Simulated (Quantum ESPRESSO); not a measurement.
# AlSi3 (Pm-3m): from the cell to the phonon bands, part 2 of 3

How does AlSi3 (Pm-3m) vibrate, and is this structure a minimum?

Quantum ESPRESSO 7.5; DFT LDA, scalar-relativistic, plane waves, PseudoDojo norm-conserving pseudopotentials.

So far. Step 2 (A first look): No gap opens on this mesh, so smearing is kept; the start stands at -3.0 GPa. Step 4 (Ground state): The cell stands at -0.013 GPa, close enough for phonons. The relaxed cell has a = 3.849 Å (conventional setting).

The structure was built from a prototype and need not be the compound's stable phase.

### 5. Phonons on a q mesh

Linear response treats each wavevector in the unit cell, with no supercell; the 2×2×2 mesh fixes the range of the force constants to be had.

ph.in reads:

```
phonons
&inputph
   prefix = 'x'
   outdir = './tmp'
   fildyn = 'x.dyn'
   tr2_ph = 1.0d-18
   alpha_mix(1) = 0.4
   nmix_ph = 8
   ldisp = .true.
   nq1 = 2
   nq2 = 2
   nq3 = 2
/
```

On the command line:

```bash
> OMP_NUM_THREADS=1 mpirun -n 4 ph.x -nk 4 -in ph.in > ph.out
```

The program printed:

```text
[banners, grids, parts of the stress and lines that vanish by symmetry left out]
[banner, memory and clock lines left out]
Program PHONON v.7.5

     ./tmp/x.save/

     IMPORTANT: XC functional enforced from input :
     Exchange-correlation= PW
                           (   1   4   0   0   0   0   0)
     Any further DFT definition will be discarded
     Please, verify this is what you really want

     G-vector sticks info

     Reading collected, re-writing distributed wavefunctions in ./tmp/

     Dynamical matrices for ( 2, 2, 2)  uniform grid of q-points
     (   4 q-points):
       N         xq(1)         xq(2)         xq(3)
       1   0.000000000   0.000000000   0.000000000
       2   0.000000000   0.000000000  -0.500000000
[...]
Number and degeneracy of irreps per q-point
       N         xq(1)         xq(2)         xq(3)   N irreps
       1   0.000000000   0.000000000   0.000000000       4
[...]
2   0.000000000   0.000000000  -0.500000000       8
        1   1   2   2   1   1   2   2
       3   0.000000000  -0.500000000  -0.500000000       9
        1   1   1   1   2   1   1   2   2
       4  -0.500000000  -0.500000000  -0.500000000       5
        1   2   3   3   3

     Calculation of q =    0.0000000   0.0000000   0.0000000

     phonons

     bravais-lattice index     =            1
     lattice parameter (alat)  =       7.2742  a.u.
     unit-cell volume          =     384.9083 (a.u.)^3
     number of atoms/cell      =            4
     number of atomic types    =            2
     kinetic-energy cut-off    =      32.0000  Ry
     charge density cut-off    =     128.0000  Ry
     convergence threshold     =      1.0E-18
     beta                      =       0.4000
     number of iterations used =            8
     Exchange-correlation= PW
                           (   1   4   0   0   0   0   0)

     celldm(1)=    7.27421  celldm(2)=    0.00000  celldm(3)=    0.00000
     celldm(4)=    0.00000  celldm(5)=    0.00000  celldm(6)=    0.00000

     crystal axes: (cart. coord. in units of alat)
               a(1) = (  1.0000  0.0000  0.0000 )
               a(2) = (  0.0000  1.0000  0.0000 )
               a(3) = (  0.0000  0.0000  1.0000 )

     reciprocal axes: (cart. coord. in units 2 pi/alat)
               b(1) = (  1.0000  0.0000  0.0000 )
               b(2) = (  0.0000  1.0000  0.0000 )
               b(3) = (  0.0000  0.0000  1.0000 )

     Atoms inside the unit cell:

     Cartesian axes

     site n.  atom      mass           positions (alat units)
        1  Al     26.9815   tau(    1) = (    0.00000    0.00000    0.00000  )
        2  Si     28.0850   tau(    2) = (    0.00000    0.50000    0.50000  )
        3  Si     28.0850   tau(    3) = (    0.50000    0.00000    0.50000  )
        4  Si     28.0850   tau(    4) = (    0.50000    0.50000    0.00000  )

     Computing dynamical matrix for
                    q = (   0.0000000   0.0000000   0.0000000 )

     49 Sym.Ops. (with q -> -q+G )

     G cutoff =  171.5622  (   9435 G-vectors)     FFT grid: ( 27, 27, 27)

     number of k points=    35  Marzari-Vanderbilt smearing, width (Ry)=  0.0200

     PseudoPot. # 1 for Al read from file:
     ./pseudo/Al.upf
     Pseudo is Norm-conserving + core correction, Zval =  3.0

     PseudoPot. # 2 for Si read from file:
     ./pseudo/Si.upf
     Pseudo is Norm-conserving + core correction, Zval =  4.0

     Mode symmetry, O_h (m-3m)  point group:

     Atomic displacements:
     There are    4 irreducible representations

     Representation     1      3 modes -  To be done

     Representation     2      3 modes -  To be done

[...]
Alpha used in Ewald sum =   1.3000

     Representation #   1 modes #   1   2   3

     Self-consistent Calculation
      iter #   1   av.it.:   5.0
      thresh= 1.000E-02 alpha_mix =  0.400 |ddv_scf|^2 =  5.434E-07
      iter #   2   av.it.:   9.4
      thresh= 7.372E-05 alpha_mix =  0.400 |ddv_scf|^2 =  1.644E-09
[...]
End of self-consistent calculation

     Convergence has been achieved

     Representation #   2 modes #   4   5   6

     Self-consistent Calculation
[...]
End of self-consistent calculation

     Convergence has been achieved

[...]
Convergence has been achieved

[...]
Convergence has been achieved

     Number of q in the star =    1
     List of q in the star:
[...]
Diagonalizing the dynamical matrix

     q = (    0.000000000   0.000000000   0.000000000 )

 **************************************************************************
     freq (    1) =      -1.464660 [THz] =     -48.855798 [cm-1]
     freq (    2) =      -1.464660 [THz] =     -48.855798 [cm-1]
     freq (    3) =      -1.464660 [THz] =     -48.855798 [cm-1]
     freq (    4) =      -0.019672 [THz] =      -0.656177 [cm-1]
     freq (    5) =      -0.019672 [THz] =      -0.656177 [cm-1]
     freq (    6) =      -0.019672 [THz] =      -0.656177 [cm-1]
     freq (    7) =       2.445583 [THz] =      81.575854 [cm-1]
     freq (    8) =       2.445583 [THz] =      81.575854 [cm-1]
     freq (    9) =       2.445583 [THz] =      81.575854 [cm-1]
     freq (   10) =       9.032583 [THz] =     301.294537 [cm-1]
     freq (   11) =       9.032583 [THz] =     301.294537 [cm-1]
     freq (   12) =       9.032583 [THz] =     301.294537 [cm-1]
 **************************************************************************

     Mode symmetry, O_h (m-3m)  point group:

     freq (   1-   3) =        -48.9  [cm-1]   --> T_1u G_15  G_4- I
     freq (   4-   6) =         -0.7  [cm-1]   --> T_1u G_15  G_4- I
     freq (   7-   9) =         81.6  [cm-1]   --> T_2u G_25  G_5-
     freq (  10-  12) =        301.3  [cm-1]   --> T_1u G_15  G_4- I

     Calculation of q =    0.0000000   0.0000000  -0.5000000
     [... set-up and bands at k+q left out ...]

     Mode symmetry, D_4h(4/mmm) point group:

     Atomic displacements:
     There are    8 irreducible representations

[...]
Message from routine init_vloc:
     Interpolation table for Vloc re-allocated

     Alpha used in Ewald sum =   1.3000

     Representation #   1 mode #   1

[...]
[... iterations left out ...]
[...]
Convergence has been achieved

     Representation #   2 mode #   2

[...]
[... iterations left out ...]
[...]
Convergence has been achieved

     Representation #   3 modes #   3   4

[...]
Convergence has been achieved

     Representation #   4 modes #   5   6

[...]
Convergence has been achieved

[...]
Convergence has been achieved

[...]
Convergence has been achieved

[...]
Convergence has been achieved

[...]
Convergence has been achieved

     Number of q in the star =    3
     List of q in the star:
[...]
Diagonalizing the dynamical matrix

     q = (    0.000000000   0.000000000  -0.500000000 )

[...]
freq (    1) =       2.190108 [THz] =      73.054137 [cm-1]
     freq (    2) =       2.190108 [THz] =      73.054137 [cm-1]
     freq (    3) =       2.811947 [THz] =      93.796454 [cm-1]
     freq (    4) =       2.811947 [THz] =      93.796454 [cm-1]
     freq (    5) =       4.267629 [THz] =     142.352796 [cm-1]
     freq (    6) =       5.496775 [THz] =     183.352662 [cm-1]
     freq (    7) =       6.093894 [THz] =     203.270420 [cm-1]
     freq (    8) =       6.093894 [THz] =     203.270420 [cm-1]
     freq (    9) =       6.451525 [THz] =     215.199695 [cm-1]
     freq (   10) =       7.228903 [THz] =     241.130261 [cm-1]
     freq (   11) =       7.815242 [THz] =     260.688415 [cm-1]
     freq (   12) =       7.815242 [THz] =     260.688415 [cm-1]
[...]
Mode symmetry, D_4h(4/mmm) point group:

     freq (   1-   2) =         73.1  [cm-1]   --> E_g  X_5  M_5
     freq (   3-   4) =         93.8  [cm-1]   --> E_u  X_5' M_5'
     freq (   5-   5) =        142.4  [cm-1]   --> A_2u X_4' M_4'
     freq (   6-   6) =        183.4  [cm-1]   --> B_1g X_2  M_2
     freq (   7-   8) =        203.3  [cm-1]   --> E_g  X_5  M_5
     freq (   9-   9) =        215.2  [cm-1]   --> A_1g X_1  M_1
     freq (  10-  10) =        241.1  [cm-1]   --> A_2u X_4' M_4'
     freq (  11-  12) =        260.7  [cm-1]   --> E_u  X_5' M_5'

     Calculation of q =    0.0000000  -0.5000000  -0.5000000
     [... set-up and bands at k+q left out ...]

     Mode symmetry, D_4h(4/mmm) point group:

     Atomic displacements:
     There are    9 irreducible representations

[...]
Alpha used in Ewald sum =   1.3000

[...]
Convergence has been achieved

[...]
Convergence has been achieved

[...]
Convergence has been achieved

[...]
Convergence has been achieved

[...]
Convergence has been achieved

[...]
Convergence has been achieved

     Representation #   7 mode #   8

[...]
Convergence has been achieved

[...]
Convergence has been achieved

     Representation #   9 modes #  11  12

[...]
Convergence has been achieved

     Number of q in the star =    3
     List of q in the star:
[...]
3  -0.500000000   0.000000000  -0.500000000

     Diagonalizing the dynamical matrix

     q = (    0.000000000  -0.500000000  -0.500000000 )

[...]
freq (    1) =       0.663851 [THz] =      22.143688 [cm-1]
     freq (    2) =       2.728989 [THz] =      91.029262 [cm-1]
     freq (    3) =       2.728989 [THz] =      91.029262 [cm-1]
     freq (    4) =       4.409148 [THz] =     147.073358 [cm-1]
     freq (    5) =       4.569237 [THz] =     152.413344 [cm-1]
     freq (    6) =       5.120372 [THz] =     170.797217 [cm-1]
     freq (    7) =       5.637602 [THz] =     188.050163 [cm-1]
     freq (    8) =       5.637602 [THz] =     188.050163 [cm-1]
     freq (    9) =       6.212875 [THz] =     207.239195 [cm-1]
     freq (   10) =       6.394057 [THz] =     213.282776 [cm-1]
     freq (   11) =       7.980940 [THz] =     266.215496 [cm-1]
     freq (   12) =       7.980940 [THz] =     266.215496 [cm-1]
[...]
Mode symmetry, D_4h(4/mmm) point group:

     freq (   1-   1) =         22.1  [cm-1]   --> A_2g X_4  M_4
     freq (   2-   3) =         91.0  [cm-1]   --> E_u  X_5' M_5'
     freq (   4-   4) =        147.1  [cm-1]   --> B_1g X_2  M_2
     freq (   5-   5) =        152.4  [cm-1]   --> B_1u X_2' M_2'
     freq (   6-   6) =        170.8  [cm-1]   --> B_2g X_3  M_3
     freq (   7-   8) =        188.1  [cm-1]   --> E_g  X_5  M_5
     freq (   9-   9) =        207.2  [cm-1]   --> A_1g X_1  M_1
     freq (  10-  10) =        213.3  [cm-1]   --> A_2u X_4' M_4'
     freq (  11-  12) =        266.2  [cm-1]   --> E_u  X_5' M_5'

     Calculation of q =   -0.5000000  -0.5000000  -0.5000000
     [... set-up and bands at k+q left out ...]

     Mode symmetry, O_h (m-3m)  point group:

     Atomic displacements:
     There are    5 irreducible representations

[...]
Representation     4      3 modes -  To be done

     Representation     5      3 modes -  To be done

     Alpha used in Ewald sum =   1.3000

     Representation #   1 mode #   1

[...]
Convergence has been achieved

     Representation #   2 modes #   2   3

[...]
Convergence has been achieved

[...]
Convergence has been achieved

     Representation #   4 modes #   7   8   9

     Self-consistent Calculation

[...]
[... iterations left out ...]
[...]
End of self-consistent calculation

     Convergence has been achieved

     Representation #   5 modes #  10  11  12

     Self-consistent Calculation

      iter #   1   av.it.:   3.9
      thresh= 1.000E-02 alpha_mix =  0.400 |ddv_scf|^2 =  2.382E-09

      [... iterations left out ...]
      iter #   8   av.it.:   9.4
      thresh= 1.545E-10 alpha_mix =  0.400 |ddv_scf|^2 =  4.090E-22

     End of self-consistent calculation

     Convergence has been achieved

     Number of q in the star =    1
     List of q in the star:
          1  -0.500000000  -0.500000000  -0.500000000

     Diagonalizing the dynamical matrix

     q = (   -0.500000000  -0.500000000  -0.500000000 )

 **************************************************************************
     freq (    1) =      -2.588022 [THz] =     -86.327117 [cm-1]
     freq (    2) =      -2.588022 [THz] =     -86.327117 [cm-1]
     freq (    3) =      -2.588022 [THz] =     -86.327117 [cm-1]
     freq (    4) =      -2.136216 [THz] =     -71.256499 [cm-1]
     freq (    5) =      -2.136216 [THz] =     -71.256499 [cm-1]
     freq (    6) =       3.392932 [THz] =     113.176034 [cm-1]
     freq (    7) =       3.392932 [THz] =     113.176034 [cm-1]
     freq (    8) =       3.392932 [THz] =     113.176034 [cm-1]
     freq (    9) =       8.167990 [THz] =     272.454816 [cm-1]
     freq (   10) =       9.695895 [THz] =     323.420257 [cm-1]
     freq (   11) =       9.695895 [THz] =     323.420257 [cm-1]
     freq (   12) =       9.695895 [THz] =     323.420257 [cm-1]
 **************************************************************************

     Mode symmetry, O_h (m-3m)  point group:

     freq (   1-   3) =        -86.3  [cm-1]   --> T_1u G_15  G_4-
     freq (   4-   5) =        -71.3  [cm-1]   --> E_u  G_12' G_3-
     freq (   6-   8) =        113.2  [cm-1]   --> T_2u G_25  G_5-
     freq (   9-   9) =        272.5  [cm-1]   --> A_2u G_2'  G_2-
     freq (  10-  12) =        323.4  [cm-1]   --> T_1u G_15  G_4-


[key lines of the parts left out:]
the Fermi energy is    10.4399 ev
```

Elapsed: 5.3 min, on 4 MPI ranks of Arm Neoverse V1, shared host.

Numbers from this step:

| Item | Value |
| --- | --- |
| largest acoustic frequency at the zone centre before the sum rule | -0.66 cm⁻¹ |
| highest optical zone-centre mode (no LO-TO term) | 301.3 cm⁻¹ |
| lowest optical zone-centre mode | -48.86 cm⁻¹ |
| lowest mode on the q mesh (acoustic ones at the zone centre apart) | -86.33 cm⁻¹ |

Frequencies (cm⁻¹) at each irreducible wavevector; negative means imaginary. Frequencies by wavevector:

| q (fractions) | star | mode 1 | mode 2 | mode 3 | mode 4 | mode 10 | mode 11 | mode 12 |
| --- | --- | --- | --- | --- | --- | --- | --- | --- |
| 0 0 0 | 1 | -48.86 | -48.86 | -48.86 | -0.66 | 301.3 | 301.3 | 301.3 |
| 0 0 -0.5 | 3 | 73.05 | 73.05 | 93.8 | 93.8 | 241.1 | 260.7 | 260.7 |
| 0 -0.5 -0.5 | 3 | 22.14 | 91.03 | 91.03 | 147.1 | 213.3 | 266.2 | 266.2 |
| -0.5 -0.5 -0.5 | 1 | -86.33 | -86.33 | -86.33 | -71.26 | 323.4 | 323.4 | 323.4 |

The acoustic modes at Γ come out as far as 0.7 cm⁻¹ from zero, where they should vanish, a small numerical error. The lowest optical mode is imaginary, 49i cm⁻¹, an instability at this level and on this k mesh.

### 6. Force constants in real space

The dynamical matrices of the mesh are Fourier-transformed to force constants in real space.

q2r.in reads:

```
&input
   fildyn = 'x.dyn'
   zasr = 'simple'
   flfrc = 'x.fc'
/
```

On the command line:

```bash
> q2r.x < q2r.in > q2r.out
```

The program printed:

```text
[banners, grids, parts of the stress and lines that vanish by symmetry left out]
[banner, memory and clock lines left out]
Program Q2R v.7.5

  reading grid info from file x.dyn0

  reading force constants from file x.dyn1
  Dielectric Tensor not found
  nqs=            1
 q=   0.00000000  0.00000000  0.00000000
  reading force constants from file x.dyn2
  nqs=            3
 q=   0.00000000  0.00000000 -0.50000000
[...]
reading force constants from file x.dyn3
  nqs=            3
[...]
q=  -0.50000000  0.00000000 -0.50000000
  reading force constants from file x.dyn4
  nqs=            1
 q=  -0.50000000 -0.50000000 -0.50000000

      q-space grid ok, #points =    8

      fft-check success (sum of imaginary terms < 10^-12)
```

Run time: 0.46 s. Hardware: 1 thread.

### 7. Dispersion

From the force constants any wavevector is cheap; points of the mesh come back as solved, but for the sum rule and, in polar crystals, the LO-TO term at Γ; the rest is interpolation.

matdyn.in reads:

```
&input
   asr = 'simple'
   flfrc = 'x.fc'
   flfrq = 'x.freq'
   flvec = 'x.modes'
   q_in_band_form = .true.
   q_in_cryst_coord = .true.
/
8
  0.0000000   0.0000000   0.0000000  12  ! GAMMA
  0.0000000   0.5000000   0.0000000  12  ! X
  0.5000000   0.5000000   0.0000000  12  ! M
  0.0000000   0.0000000   0.0000000  12  ! GAMMA
  0.5000000   0.5000000   0.5000000  12  ! R
  0.0000000   0.5000000   0.0000000   1  ! X
  0.5000000   0.5000000   0.5000000  12  ! R
  0.5000000   0.5000000   0.0000000   1  ! M
```

On the command line:

```bash
> matdyn.x -in matdyn.in > matdyn.out
```

The program printed:

```text
[banner, memory and clock lines left out]
Program MATDYN v.7.5

 mass for atomic type   1 not given; uses mass from file x.fc
 mass for atomic type   2 not given; uses mass from file x.fc
     Message from routine matdyn:
     Z* not found in file x.fc, TO-LO splitting at q=0 will be absent!
     Message from routine matdyn:
     Z* not found in file x.fc, TO-LO splitting at q=0 will be absent!

Note: The following floating-point exceptions are signalling: IEEE_UNDERFLOW_FLAG
```

It took 0.47 s on 1 thread.

This step gave:

| Property | Result |
| --- | --- |
| lowest frequency on the path | -86.32 cm⁻¹ |

Matdyn.x, sum rule simple. Phonon branches along the path, in cm⁻¹:

| point | branch 1 | branch 2 | branch 3 | branch 4 | branch 9 | branch 10 | branch 11 | branch 12 |
| --- | --- | --- | --- | --- | --- | --- | --- | --- |
| Γ | -49 | -49 | -49 | 0 | 82 | 301 | 301 | 301 |
| X | 73 | 73 | 94 | 94 | 215 | 241 | 261 | 261 |
| M | 22 | 91 | 91 | 147 | 207 | 213 | 266 | 266 |
| Γ | -49 | -49 | -49 | 0 | 82 | 301 | 301 | 301 |
| R | -86 | -86 | -86 | -71 | 272 | 323 | 323 | 323 |
| X | 73 | 73 | 94 | 94 | 215 | 241 | 261 | 261 |
| jump to R | -86 | -86 | -86 | -71 | 272 | 323 | 323 | 323 |
| M | 22 | 91 | 91 | 147 | 207 | 213 | 266 | 266 |

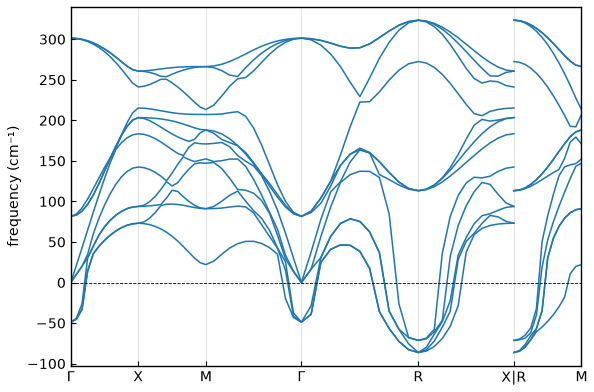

Phonon branches along the path.

Lowest modes at the softest wavevector of the mesh; phase exp(i q.(R + tau)). Modes at q = (0.500, 0.500, 0.500), with each element's share of the kinetic energy (negative means imaginary):

| mode | frequency (cm⁻¹) | Al % | Si % |
| --- | --- | --- | --- |
| 1 | -86.3 | 51 | 49 |
| 2 | -86.3 | 51 | 49 |
| 3 | -86.3 | 51 | 49 |
| 4 | -71.3 | 0 | 100 |
| 5 | -71.3 | 0 | 100 |
| 6 | 113.2 | 0 | 100 |

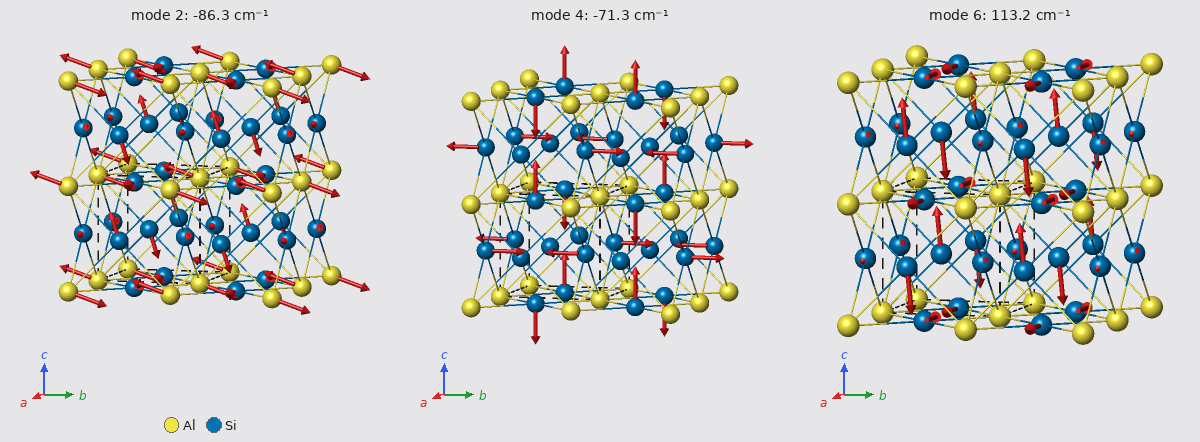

Displacement patterns of modes 2, 4 and 6 at q = (0.500, 0.500, 0.500); arrows are exaggerated. 2×2×2 cells are drawn. Some periodic images of atoms are drawn too.

Force constants by pair (phonopy on the run's constants); pairs near half the supercell's span include their periodic images. Pair force constants, by row:

| atom | neighbour | distance (Å) | third of the trace (eV/Å²) | along the pair's line (eV/Å²) |
| --- | --- | --- | --- | --- |
| Al1 | itself | 0 | 4.615 | – |
| Al1 | Si | 2.722 | -0.3848 | -1.633 |
| Al1 | Al | 3.849 | -0.0508 | -0.2833 |
| Al1 | Si | 4.714 | 0.0354 | 0.1183 |
| Al1 | Al | 5.444 | -0.0521 | -0.1458 |
| Al1 | Al | 6.667 | -0.1142 | -0.1142 |
| Si2 | itself | 0 | 2.803 | – |
| Si2 | Al | 2.722 | -0.3848 | -1.633 |
| Si2 | Si | 2.722 | -0.1496 | -0.8263 |
| Si2 | Si | 3.849 | -0.1284 | -0.2045 |
| Si2 | Si | 3.849 | -0.1019 | -0.0821 |
| Si2 | Si | 4.714 | 0.0972 | 0.1605 |
| Si2 | Al | 4.714 | 0.0354 | 0.1183 |
| Si2 | Si | 5.444 | -0.1076 | -0.1878 |
| Si2 | Si | 5.444 | -0.1732 | -0.2912 |
| Si3 | itself | 0 | 2.803 | – |
| Si3 | Al | 2.722 | -0.3848 | -1.633 |
| Si3 | Si | 2.722 | -0.1496 | -0.8263 |
| Si3 | Si | 3.849 | -0.1284 | -0.2045 |
| Si3 | Si | 3.849 | -0.1019 | -0.0821 |
| Si3 | Si | 4.714 | 0.0972 | 0.1605 |
| Si3 | Al | 4.714 | 0.0354 | 0.1183 |
| Si3 | Si | 5.444 | -0.1076 | -0.1878 |
| Si3 | Si | 5.444 | -0.1732 | -0.2912 |
| Si4 | itself | 0 | 2.803 | – |
| Si4 | Al | 2.722 | -0.3848 | -1.633 |
| Si4 | Si | 2.722 | -0.1496 | -0.8263 |
| Si4 | Si | 3.849 | -0.1284 | -0.2045 |
| Si4 | Si | 3.849 | -0.1019 | -0.0821 |
| Si4 | Si | 4.714 | 0.0972 | 0.1605 |

Mode patterns, pair constants, displacements and means over the zone were worked out by phonopy from the force constants of q2r.x.

The path dips to 86i cm⁻¹.

[end of part 2 of 3]

[Host names and launcher messages were left out of these logs when they were recorded.]

[Logs are printed without paths, hosts, clocks, repeated set-up lines and the standing remarks that a program may print on its own settings, such as how far it seeks lower states.]

[Hosts, paths, dates, database ids (printed as entryN), source tags and the programs' standing remarks are cut or masked in the printed files.]
